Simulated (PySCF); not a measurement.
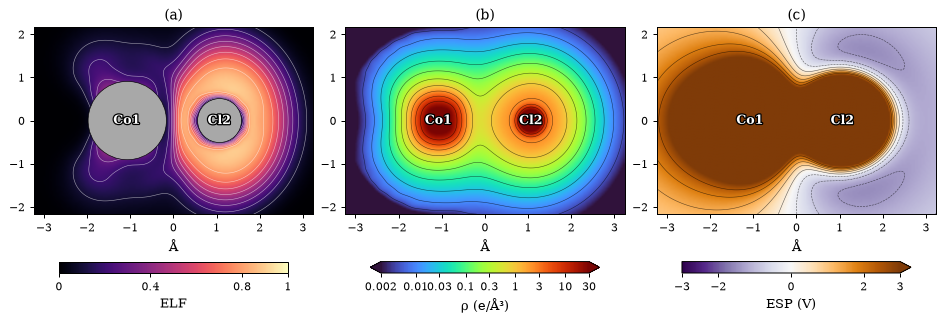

The picture shows: CoCl (triplet). (a) ELF; (b) total electron density; (c) electrostatic potential on a plane that holds the molecular axis. Grey discs cover the atomic cores in the ELF map.

These are results of PBE0/def2-TZVPPD, non-relativistic Hamiltonian with scalar-relativistic core potentials where named, at a bond length of 2.138 Å (PySCF), not measurements.

**What does the map show?**

The section cuts through Co and Cl sites.
Co–Cl (2.14 Å): the density is about 0.67 e/Å³ at the midpoint; the ELF peaks at about 0.85 in the valence shell of Cl, 0.9 Å from its nucleus, and is about 0.40 at the midpoint.
Outside the dense part of the molecule the potential is most negative (−1.5 V) near Cl2.
